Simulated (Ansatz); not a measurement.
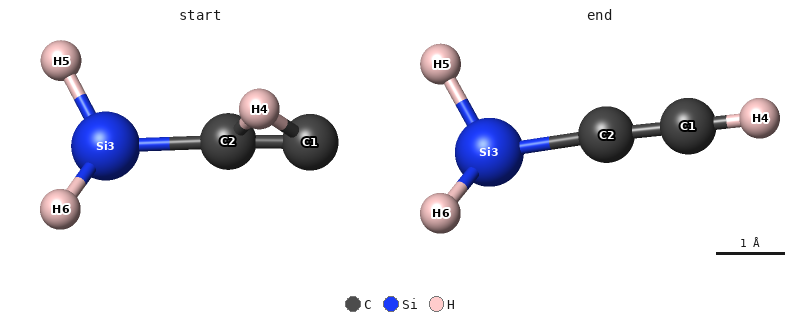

The structure of C2H3Si (multiplicity 2) before (left) and after (right) a relaxation, at one scale.

Style: ball-and-stick. Shown at a tilt.

The run prepares an end point of a later path (hydrogen shift) calculation, from a guessed geometry.

Level of theory: Ansatz, UKS PBE-D4/def2-SVP. (collinear spin; force threshold 0.02 eV/Å; at most 50 steps)

**What changed between the two?**

Over 15 accepted moves (16 points after the start) the energy falls by 2.621 eV. Largest force component: 8 eV/Å at the start, 0.0094 eV/Å at the end. The line search rejected the trial step at point 13 of the run. H4 moves most after the best rigid fit: 1.50 Å. Largest moves by element: H 1.50 Å, C 0.59 Å, Si 0.31 Å. Among the contacts that change: C2–H4 1.090 → 2.316 Å, C1–H4 1.253 → 1.082 Å, Si3–H5 1.451 → 1.503 Å, C1–C2 1.210 → 1.234 Å. Bonds break: C2–H4 (1.09 → 2.32 Å). Among the angles between lasting bonds that change: C2–C1–H4 52.5° → 179.3°, H5–Si3–H6 118.1° → 112.4°, C2–Si3–H5 115.8° → 111.8°. Cost: 35 s on 1 thread of Arm Neoverse V2 (shared host), peak memory 0.14 GiB.
